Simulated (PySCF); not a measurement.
# C₃H₅NO− (doublet): open-shell or spin-flip excitations

Aim: compute the open-shell or spin-flip excitations of C₃H₅NO− (doublet) (`C/N=C\[CH][O-]`).

Programs: PySCF 2.14.0, with routines of our own; each step states its level. All values are computed. Atoms count from 0.

## 1. The system as given

10 atoms, charge -1, multiplicity 2; geometry from: GFN2-xTB.

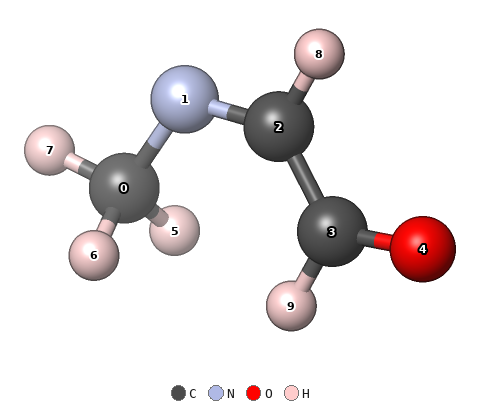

The starting geometry (carbon dark grey, nitrogen light blue, oxygen red, hydrogen pink).

## 2. Open-shell or spin-flip excitations: unrestricted TDDFT wB97X-D/def2-SVPD in water

Job settings and geometry (Å):

```
{"job": {"kind": "uabs", "xc": "wB97X-D", "basis": "def2-SVPD", "nstates": 10, "tda": false, "solvent": "water", "pol": false}, "charge": -1, "multiplicity": 2}
C     -1.443857    -0.046883     0.073949
N     -0.528979     0.969875     0.498151
C      0.772739     0.721105     0.396041
C      1.447263    -0.409683    -0.074037
O      2.704237    -0.554625    -0.130161
H     -1.345451    -0.305354    -0.995067
H     -1.343478    -0.990240     0.639114
H     -2.462692     0.329375     0.232918
H      1.394801     1.546781     0.741368
H      0.814299    -1.255696    -0.428184
```

Level: unrestricted TDDFT wB97X-D/def2-SVPD, vertical, IEF-PCM water (non-equilibrium linear response), core orbitals frozen in the response.

On the command line:

```sh
> OMP_NUM_THREADS=1 python excited_run.py task.json out
```

This one command runs all jobs of the session in turn.

The log of the run:

```text
coarse grid: 8512 points
cycle   1  E = -246.9409589239  dE =  4.991e-01  |g| = 5.771e-01  |ddm| = 3.087e+00
cycle   2  E = -246.8370369033  dE =  1.039e-01  |g| = 8.202e-01  |ddm| = 1.753e+00
cycle   3  E = -247.0854961459  dE = -2.485e-01  |g| = 5.673e-02  |ddm| = 8.831e-01
cycle   4  E = -247.0869111136  dE = -1.415e-03  |g| = 3.513e-02  |ddm| = 1.777e-01
cycle   5  E = -247.0875916611  dE = -6.805e-04  |g| = 1.214e-02  |ddm| = 1.429e-01
cycle   6  E = -247.0877229619  dE = -1.313e-04  |g| = 4.825e-03  |ddm| = 4.143e-02
cycle   7  E = -247.0877693488  dE = -4.639e-05  |g| = 2.256e-03  |ddm| = 3.960e-02
cycle   8  E = -247.0877822645  dE = -1.292e-05  |g| = 8.457e-04  |ddm| = 1.776e-02
cycle   9  E = -247.0877837316  dE = -1.467e-06  |g| = 3.896e-04  |ddm| = 4.321e-03
final grid: 82688 points
cycle  10  E = -247.1268277183  dE = -6.674e-05  |g| = 2.771e-03  |ddm| = 7.893e-02
cycle  11  E = -247.1268321269  dE = -4.409e-06  |g| = 2.773e-03  |ddm| = 1.315e-02
cycle  12  E = -247.1268358399  dE = -3.713e-06  |g| = 7.515e-04  |ddm| = 7.991e-03
cycle  13  E = -247.1268373855  dE = -1.546e-06  |g| = 4.267e-04  |ddm| = 5.861e-03
cycle  14  E = -247.1268378419  dE = -4.563e-07  |g| = 2.542e-04  |ddm| = 2.737e-03
cycle  15  E = -247.1268380448  dE = -2.029e-07  |g| = 1.211e-04  |ddm| = 2.288e-03
cycle  16  E = -247.1268380631  dE = -1.833e-08  |g| = 5.233e-05  |ddm| = 3.055e-04
cycle  17  E = -247.1268380693  dE = -6.144e-09  |g| = 1.619e-05  |ddm| = 2.143e-04
cycle  18  E = -247.1268380702  dE = -9.423e-10  |g| = 9.245e-06  |ddm| = 1.229e-04
converged SCF energy = -247.1268380702

<S^2> of the reference = 0.7655 (exact 0.7500)

Excitations
state   eV       nm        f      <S^2>   main configurations
  1   2.9708    417.3   0.00064   0.807   Hb->Lb 0.96
  2   3.8659    320.7   0.02412   0.767   H-1b->Lb 0.58, Ha->L+3a 0.38
  3   4.0427    306.7   0.00000   0.881   H-2b->Lb 0.90
  4   4.2929    288.8   0.00902   0.780   Ha->La 0.86
  5   4.7479    261.1   0.39404   0.852   Ha->L+3a 0.57, H-1b->Lb 0.35
  6   4.8396    256.2   0.00049   0.776   Ha->L+2a 0.96
  7   5.1275    241.8   0.00183   0.793   Ha->L+1a 0.86
  8   5.8711    211.2   0.00693   0.851   Ha->L+5a 0.81, H-3b->Lb 0.12
  9   6.2902    197.1   0.00516   0.792   Ha->L+4a 0.79, Ha->L+7a 0.09
 10   6.3398    195.6   0.00515   2.097   Hb->L+1b 0.73, Hb->L+2b 0.11
```

Run time: 26 s. Hardware: 1 thread of Arm Neoverse V1, shared host; peak memory 0.57 GiB.

From this job:

```
quantity  value
    ⟨S²⟩  0.765
```

Löwdin spin populations:

```
atom  value (e)
  C0       0.02
  N1       0.37
  C2       0.09
  C3       0.21
  O4       0.27
  H5       0.01
  H6       0.01
  H7       0.00
  H8       0.00
  H9       0.01
```

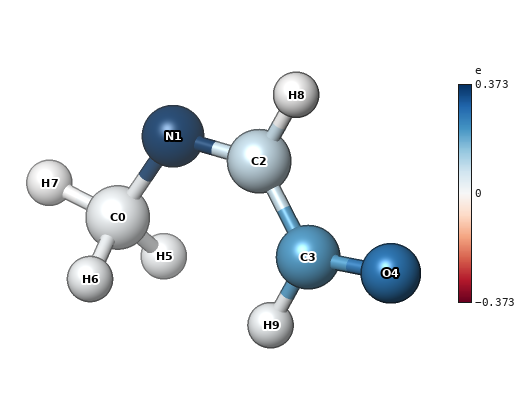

Löwdin spin populations, as colours on the atoms.

With diffuse functions Löwdin's scheme smears the spin, so small populations can have the wrong sign.

## 3. Open-shell or spin-flip excitations: unrestricted TDDFT wB97X-D/def2-SVPD

Settings changed since step 2:

```diff
@@ -1,2 +1,2 @@
-{"job": {"kind": "uabs", "xc": "wB97X-D", "basis": "def2-SVPD", "nstates": 10, "tda": false, "solvent": "water", "pol": false}, "charge": -1, "multiplicity": 2}
+{"job": {"kind": "uabs", "xc": "wB97X-D", "basis": "def2-SVPD", "nstates": 10, "tda": false}, "charge": -1, "multiplicity": 2}
 C     -1.443857    -0.046883     0.073949
```

With the program's defaults for keys left out, this is: unrestricted TDDFT wB97X-D/def2-SVPD, vertical, gas phase, core orbitals frozen in the response.

The log of the run:

```text
coarse grid: 8512 points
cycle   1  E = -246.8283865532  dE =  6.114e-01  |g| = 5.948e-01  |ddm| = 3.089e+00
cycle   2  E = -246.6690535690  dE =  1.593e-01  |g| = 9.160e-01  |ddm| = 2.323e+00
cycle   3  E = -246.9869901519  dE = -3.179e-01  |g| = 7.687e-02  |ddm| = 1.331e+00
cycle   4  E = -246.9892869128  dE = -2.297e-03  |g| = 4.758e-02  |ddm| = 2.489e-01
cycle   5  E = -246.9904299596  dE = -1.143e-03  |g| = 1.417e-02  |ddm| = 1.851e-01
cycle   6  E = -246.9905934795  dE = -1.635e-04  |g| = 5.914e-03  |ddm| = 3.995e-02
cycle   7  E = -246.9906584472  dE = -6.497e-05  |g| = 2.585e-03  |ddm| = 4.036e-02
cycle   8  E = -246.9906762520  dE = -1.780e-05  |g| = 1.080e-03  |ddm| = 1.913e-02
cycle   9  E = -246.9906779421  dE = -1.690e-06  |g| = 3.502e-04  |ddm| = 4.100e-03
final grid: 82688 points
cycle  10  E = -247.0298305477  dE = -6.514e-05  |g| = 2.837e-03  |ddm| = 7.911e-02
cycle  11  E = -247.0298341592  dE = -3.612e-06  |g| = 3.025e-03  |ddm| = 1.342e-02
cycle  12  E = -247.0298384407  dE = -4.282e-06  |g| = 7.229e-04  |ddm| = 9.351e-03
cycle  13  E = -247.0298398318  dE = -1.391e-06  |g| = 4.026e-04  |ddm| = 5.959e-03
cycle  14  E = -247.0298402159  dE = -3.841e-07  |g| = 2.183e-04  |ddm| = 2.434e-03
cycle  15  E = -247.0298403807  dE = -1.648e-07  |g| = 1.097e-04  |ddm| = 1.688e-03
cycle  16  E = -247.0298403941  dE = -1.341e-08  |g| = 5.439e-05  |ddm| = 4.429e-04
cycle  17  E = -247.0298403995  dE = -5.386e-09  |g| = 1.666e-05  |ddm| = 2.970e-04
cycle  18  E = -247.0298404004  dE = -9.497e-10  |g| = 8.939e-06  |ddm| = 1.836e-04
converged SCF energy = -247.0298404004

Static polarisability (au): isotropic 65.646, principal 44.627 59.377 92.934

<S^2> of the reference = 0.7649 (exact 0.7500)

Excitations
state   eV       nm        f      <S^2>   main configurations
  1   2.8473    435.4   0.00042   0.809   Hb->Lb 0.95
  2   3.3410    371.1   0.00803   0.774   Ha->La 0.87, Ha->L+1a 0.08
  3   3.8594    321.3   0.01794   0.766   H-1b->Lb 0.54, Ha->L+3a 0.26, Ha->L+5a 0.16
  4   3.9733    312.0   0.00029   0.883   H-2b->Lb 0.90
  5   4.1159    301.2   0.00000   0.773   Ha->L+2a 0.86, Ha->L+1a 0.12
  6   4.2801    289.7   0.00058   0.784   Ha->L+1a 0.76, Ha->L+2a 0.11, Ha->La 0.09
  7   4.7869    259.0   0.31639   0.847   Ha->L+3a 0.42, H-1b->Lb 0.37, Ha->L+5a 0.11
  8   5.2902    234.4   0.01327   0.844   Ha->L+5a 0.57, Ha->L+3a 0.27
  9   5.4074    229.3   0.01262   2.027   Hb->L+1b 0.69
 10   5.4967    225.6   0.00626   0.791   Ha->L+4a 0.78, Ha->L+6a 0.09
```

Run time: 29 s. Hardware: 1 thread of Arm Neoverse V1, shared host; peak memory 0.57 GiB.

In short:

```
quantity  value
    ⟨S²⟩  0.765
```

## 4. What came out

| quantity | value |
| --- | --- |
| lowest and brightest state of nearly pure spin, of 10 (step 2, unrestricted TDDFT wB97X-D/def2-SVPD in water) | 2.97 eV; 4.75 eV, f = 0.394 |
| lowest and brightest state of nearly pure spin, of 10 (step 3, unrestricted TDDFT wB97X-D/def2-SVPD) | 2.85 eV; 4.79 eV, f = 0.316 |

What this shows: States whose ⟨S²⟩ lies well above the reference's are mixtures of spin states, an artefact of the unrestricted response, and are left out of the summary. For an anion in the gas phase, states above the energy of detachment are held by the basis alone, so excitations and responses hang on it. The lowest state of nearly pure spin runs from 2.85 to 2.97 eV over the runs.
